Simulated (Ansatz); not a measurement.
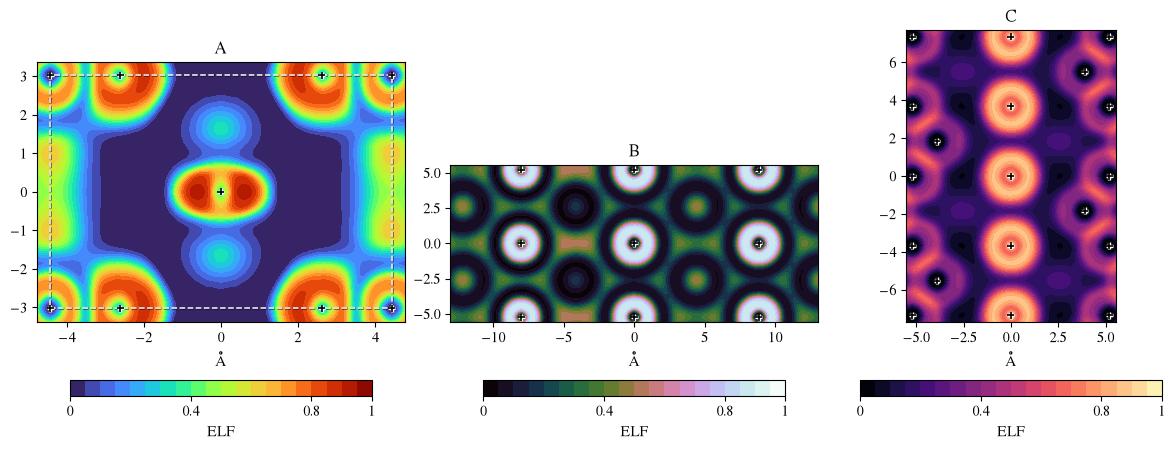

The electron localisation function of 3 systems, each on a plane through atoms (crosses mark nuclei in the plane).

Theory: Ansatz, DFT PBE, scalar-relativistic, plane waves, PAW.

System 1: Si$_{2}$Ge$_{3}$, the (101) plane of the conventional cell. Space group Fd-3m; a structure generated by program, which may or may not match a known phase.

```
CELL_PARAMETERS angstrom
10.39960 0.00000 0.00000
0.00000 10.39960 0.00000
0.00000 0.00000 10.39960
ATOMIC_POSITIONS crystal
Si 0.12500 0.12500 0.12500
Si 0.62500 0.62500 0.12500
Si 0.62500 0.12500 0.62500
Si 0.12500 0.62500 0.62500
Si 0.37500 0.37500 0.12500
Si 0.87500 0.87500 0.12500
Si 0.87500 0.37500 0.62500
Si 0.37500 0.87500 0.62500
Si 0.37500 0.12500 0.37500
Si 0.87500 0.62500 0.37500
Si 0.87500 0.12500 0.87500
Si 0.37500 0.62500 0.87500
Si 0.12500 0.37500 0.37500
Si 0.62500 0.87500 0.37500
Si 0.62500 0.37500 0.87500
Si 0.12500 0.87500 0.87500
Ge 0.62500 0.12500 0.12500
Ge 0.12500 0.62500 0.12500
Ge 0.12500 0.12500 0.62500
Ge 0.62500 0.62500 0.62500
Ge 0.87500 0.37500 0.12500
Ge 0.37500 0.87500 0.12500
Ge 0.37500 0.37500 0.62500
Ge 0.87500 0.87500 0.62500
Ge 0.87500 0.12500 0.37500
Ge 0.37500 0.62500 0.37500
Ge 0.37500 0.12500 0.87500
Ge 0.87500 0.62500 0.87500
Ge 0.62500 0.37500 0.37500
Ge 0.12500 0.87500 0.37500
Ge 0.12500 0.37500 0.87500
Ge 0.62500 0.87500 0.87500
Ge 0.75000 0.25000 0.25000
Ge 0.25000 0.75000 0.25000
Ge 0.25000 0.25000 0.75000
Ge 0.75000 0.75000 0.75000
Ge 0.50000 0.00000 0.00000
Ge 0.00000 0.50000 0.00000
Ge 0.00000 0.00000 0.50000
Ge 0.50000 0.50000 0.50000
```

System 2: Cs$_{2}$Rb, the (11̄0) plane of the conventional cell. Space group P-3m1; a structure generated by program, which may or may not match a known phase; changed on purpose from its base cell (volume × 0.94, shape and atoms relaxed).

```
Cs Rb
1.0
     5.22693    0.00000    0.00000
    -2.61346    4.52665    0.00000
     0.00000    0.00000   25.41269
Cs Rb
4 2
Direct
  0.33333 0.66667 0.73918
  0.33333 0.66667 0.08688
  0.66667 0.33333 0.91312
  0.66667 0.33333 0.26082
  0.33333 0.66667 0.42399
  0.66667 0.33333 0.57601
```

System 3: TaO$_{5}$, the (110) plane of the conventional cell. Space group P6/mmm; a structure generated by program, which may or may not match a known phase; computed without spin polarisation.

Match each panel to its system.

Answer. Panel A is system 3, TaO$_{5}$: the plane holds Ta and O. Ta–O (1.81 Å): the ELF peaks at about 0.75 in the valence shell of O, 0.5 Å from its nucleus, and drops to about 0.30 between the two atoms (no localised pair shows between them). Panel B is system 2, Cs$_{2}$Rb: the plane holds Cs and Rb. Cs–Cs (5.23 Å): the ELF is about 0.10 at the midpoint (no localised pair shows between them). Panel C is system 1, Si$_{2}$Ge$_{3}$: the plane holds Si and Ge. Ge–Ge (2.25 Å): the ELF peaks at about 0.65 between the atoms.
